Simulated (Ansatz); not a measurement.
AlH2O2F and related structures: several calculations on one system

**1. Relaxation**

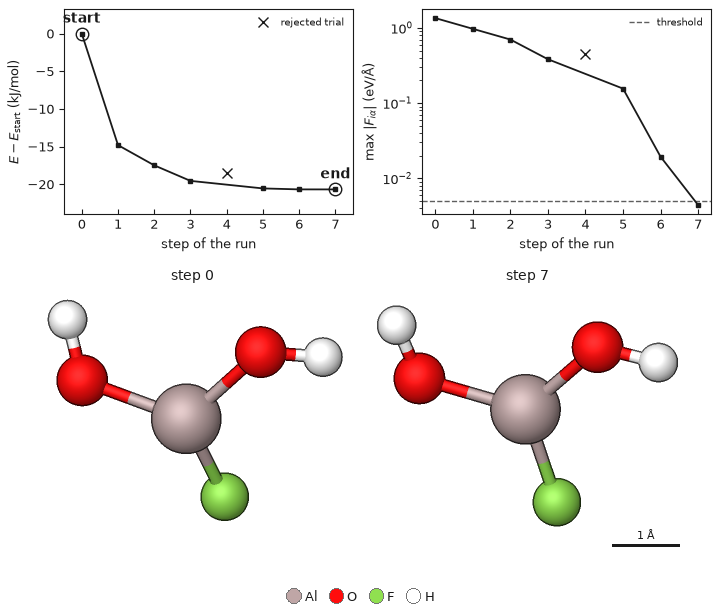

First and last geometry of a relaxation of AlH₂O₂F, with the history of the run. Style: ball-and-stick. Shown at a tilt.

It is one of the separated products of a reaction.

All numbers below come from Ansatz 0.2.0, RKS PBE0-D4/def2-TZVP. (force threshold 0.005 eV/Å; at most 200 steps)

Question: Did the run converge, and what did it change?

Answer: It converged. The energy falls by 20.7 kJ/mol in 6 accepted moves (7 points after the start). The largest force component goes from 1.3 to 0.0044 eV/Å. The line search rejected the trial step at point 4 of the run. The atom that moves furthest after the best rigid fit is the Al atom (0.26 Å). By element the largest moves are Al 0.26 Å, H 0.21 Å, O 0.14 Å, F 0.14 Å. Near-neighbour distances that change, for instance: Al–O 1.703 → 1.680 Å, Al–F 1.664 → 1.642 Å. Bond angles that change, for instance: O–Al–F 118.0° → 120.9°. Groups turn about Al–O by about 25°.

**2. Relaxation**

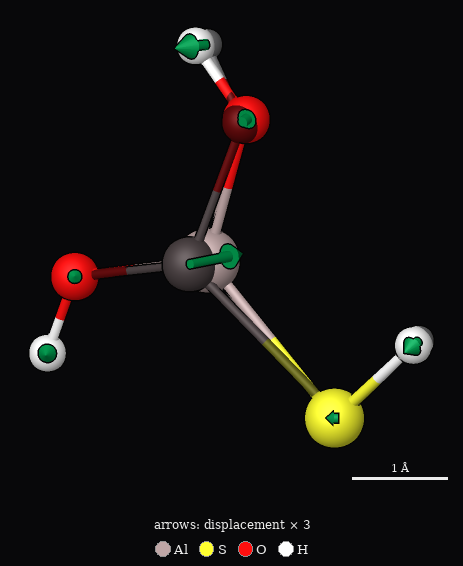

A relaxation of AlH3SO2. The starting structure is drawn faded, the final one solid; green arrows show the displacements, magnified 3 times. The two geometries are superimposed by the best rigid fit.

Style: ball-and-stick. Shown at a tilt.

It is one of the separated reactants of a reaction.

Theory: RKS PBE0-D4/def2-TZVP (Ansatz). (force threshold 0.005 eV/Å; at most 200 steps)

Which element moves most?

Aluminium: up to 0.29 Å, against 0.16 Å for hydrogen.

What did the optimiser do to the structure, and how much energy did it gain?

The energy falls by 23.5 kJ/mol in 5 geometry steps. Largest force component: 1.3 eV/Å at the start, 0.0023 eV/Å at the end. The atom that moves furthest after the best rigid fit is the Al atom (0.29 Å). Largest moves by element: Al 0.29 Å, H 0.16 Å, O 0.09 Å, S 0.05 Å. Among the contacts that change: Al–S 2.283 → 2.173 Å. Bond angles that change, for instance: S–Al–O 112.8° → 118.0°, S–Al–O 119.2° → 121.8°. Cost: 13 s on 4 threads of Arm Neoverse V1, on a shared host.

**3. Reaction**

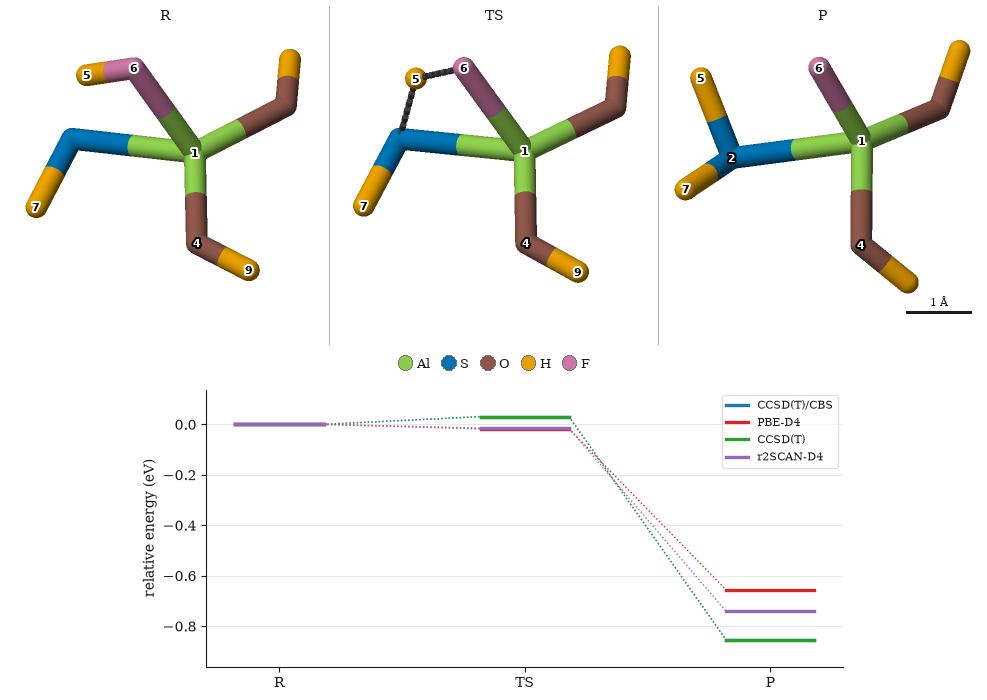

A reaction step of AlH4SO2F, with its energy diagram. A stick model, seen at a tilt. Dashed sticks mark bonds that form or break.

Stationary points at PBE0-D4/def2-TZVP, single-point energies with CCSD(T)/CBS, PBE-D4, CCSD(T), r2SCAN-D4 (def2-TZVPP where no basis is named; Ansatz 0.2.0). The energies are electronic, without zero-point or thermal terms, and both ends are the minima reached downhill from the saddle, with any fragments still in contact. CCSD(T)/CBS stands for a frozen-core estimate: MP2 correlation extrapolated from def2-TZVPP and def2-QZVPP, CCSD(T) minus MP2 from the smaller set.

> Describe the step and its energetics.

From R over the saddle to P, a bond forms: H–S (1.94 → 1.80 → 1.34 Å). A bond breaks: F–H (1.01 → 1.07 → 2.95 Å). Bonds that stay but change much: Al–F (1.96 → 1.90 → 1.66 Å). The saddle has one imaginary mode, 218i cm⁻¹. With CCSD(T)/CBS the barrier is 0.03 eV from R and 0.88 eV from P, and P lies 0.85 eV below R.

```csv
level,barrier from R (eV),barrier from P (eV),P less R (eV)
CCSD(T)/CBS,0.03,0.88,−0.85
PBE-D4,−0.02,0.64,−0.66
CCSD(T),0.03,0.88,−0.85
r2SCAN-D4,−0.01,0.73,−0.74
```

Against CCSD(T)/CBS, CCSD(T) comes closest on the barrier from R (+0.00 eV) and PBE-D4 misses most (−0.05 eV).

**4. Path**

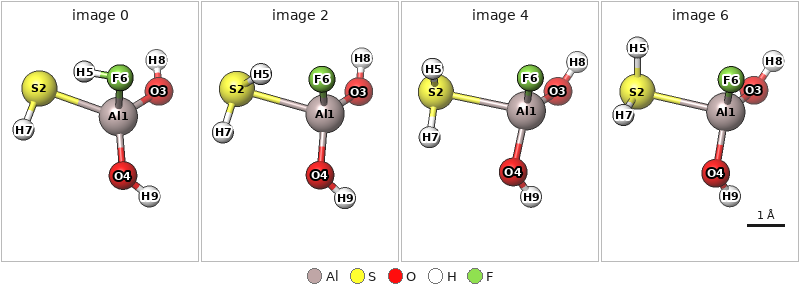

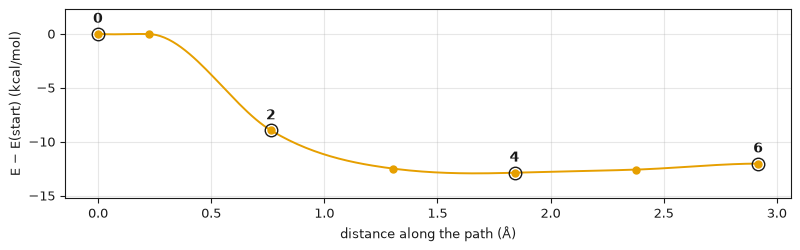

A search for the minimum-energy path of AlH$_{4}$SO$_{2}$F by the nudged elastic band. Images are numbered from 0 (start) to 6 (end). The picture is a ball-and-stick view, seen at a tilt.

Level of theory: RKS PBE0-D4/def2-SVP (Ansatz 0.2.0).

Input
```yaml
crystal:
  periodic: [false, false, false]
  atoms:
    - {symbol: Al, position_ang: [-0.241056, -0.193654, -0.203740]}
    - {symbol: S, position_ang: [1.830541, 0.764302, -0.153866]}
    - {symbol: O, position_ang: [-0.394733, -1.800823, -0.697206]}
    - {symbol: O, position_ang: [-1.477050, 0.931184, -0.453718]}
    - {symbol: H, position_ang: [0.937478, 0.256741, 1.489153]}
    - {symbol: F, position_ang: [0.069746, -0.200005, 1.734017]}
    - {symbol: H, position_ang: [1.303904, 2.001618, -0.173372]}
    - {symbol: H, position_ang: [0.293599, -2.460669, -0.707305]}
    - {symbol: H, position_ang: [-2.322331, 0.701305, -0.833864]}
basis:
  gaussian: {orbitals: def2-SVP}
hamiltonian: {xc: pbe0, dispersion: d4}
neb:
  images: 5
  climbing: true
  max_iterations: 40
  initial_path: idpp
  final_atoms:
    - {symbol: Al, position_ang: [-0.525261, -0.354753, 0.106306]}
    - {symbol: S, position_ang: [1.545668, 1.020212, -0.187714]}
    - {symbol: O, position_ang: [-0.207964, -1.742449, -0.827000]}
    - {symbol: O, position_ang: [-1.566368, 0.844730, -0.509123]}
    - {symbol: H, position_ang: [2.213593, 0.552611, 0.881580]}
    - {symbol: F, position_ang: [-0.407521, -0.481246, 1.760939]}
    - {symbol: H, position_ang: [1.024536, 2.049111, 0.502968]}
    - {symbol: H, position_ang: [0.006384, -2.583669, -0.429352]}
    - {symbol: H, position_ang: [-2.082969, 0.695451, -1.298504]}
```

Command:
```bash
ansatz run in.yaml --threads 4 --pin off --events-out ev --progress --plain --max-ram 9574MiB
```

> What happens along the path, and what is the barrier?

A hydrogen atom shifts from one atom to another. Breaking: H5–F6 (1.01 → 2.95 Å). Forming: S2–H5 (1.94 → 1.34 Å). There is no barrier: the inner images dip to −12.9 kcal/mol relative to the start, below both ends (the end lies at −12.0 kcal/mol), so the ends aren't minima along this motion. The band converged in 9 iterations. The largest component of the band force went from 3.3 to 0.045 eV/Å. The largest force component is 0.20 eV/Å at the start and 0.35 eV/Å at the end; an end with forces this large is no minimum, and the barrier measured from it can be far off.
